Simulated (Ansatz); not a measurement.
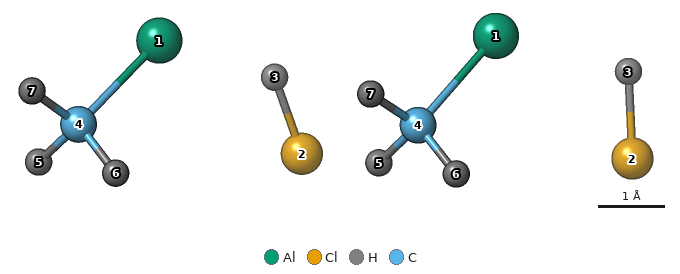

Two geometries of CH4AlCl, drawn at one scale. One is the start of a relaxation, the other its converged end. A ball-and-stick model, seen from a free direction.

These are results of RKS revPBE/def2-SVP (Ansatz), not measurements. Settings: no spin polarisation; force threshold 0.03 eV/Å; at most 50 steps.

Question: Which of the two is the end point?

Answer: The left one is the relaxed one. The run prepares an end point of a later path (reaction) calculation, from a guessed geometry. The energy falls by 2.73 kJ/mol in 5 accepted moves (6 points after the start). Largest force component: 0.64 eV/Å at the start, 0.029 eV/Å at the end. The line search rejected the trial step at point 5 of the run. The largest move after the best rigid fit is that of H3, 0.29 Å. By element the largest moves are H 0.29 Å, Cl 0.20 Å, Al 0.10 Å, C 0.02 Å. Among the contacts that change: Cl2–H3 1.344 → 1.332 Å, Al1–C4 2.012 → 2.004 Å. The run took 6.5 s on 2 threads of Arm Neoverse V2 (shared host), peak memory 0.13 GiB.

Limits of the set-up: the start holds two separate molecules, 2.8 Å apart at their closest, whose relative position is a soft coordinate and is computed without a dispersion correction.
